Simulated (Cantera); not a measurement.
Feed: 1 mol CuO, 1400 mol H2, equilibrated at 67.0 Pa.

These are equilibrium values from Cantera (NASA tables, ideal gas, pure condensed phases), not measurements of a reactor. Candidate condensed phases: Cu, CuO, Cu(OH)2, Cu2O, H2O; 12 gas species. Equilibrium is a limit: real reactors are often held back by kinetics, nucleation or transport.

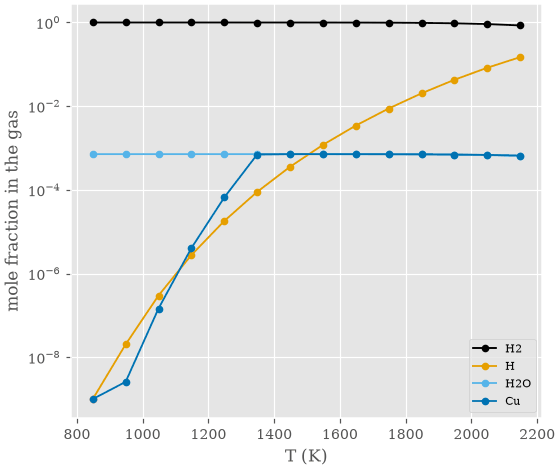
Figure: Equilibrium gas composition (values under 1e-9 drawn at 1e-9)

From 848 K to 1348 K the condensed part is Cu(s). From 1448 K to 2148 K nothing is condensed.
